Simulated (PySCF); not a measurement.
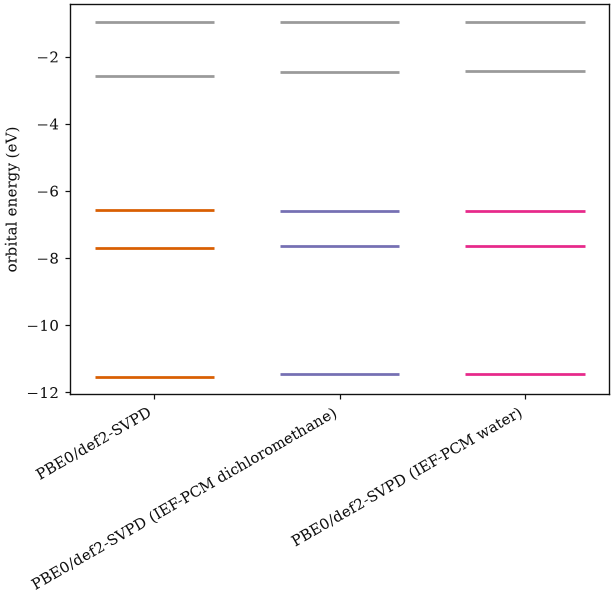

Frontier orbital energies of CH₂Si, SMILES C=[Si] at one geometry, PySCF 2.14.0, at a PBE0-D3(BJ)/def2-SVP geometry (no frequency check). Empty levels are grey, levels within 0.1 eV stand side by side; all columns show the same few orbitals around the gap.

Q: How do the frontier levels move from column to column?

A: The separation grows from 3.98 eV (PBE0/def2-SVPD) to 4.17 eV (PBE0/def2-SVPD (IEF-PCM water)).

```
                                   level  HOMO (eV)  LUMO (eV)  separation (eV)
                          PBE0/def2-SVPD      −6.57      −2.59             3.98
PBE0/def2-SVPD (IEF-PCM dichloromethane)      −6.59      −2.46             4.14
          PBE0/def2-SVPD (IEF-PCM water)      −6.61      −2.44             4.17
```

Limits of at least one run: empty levels above zero depend strongly on the basis.
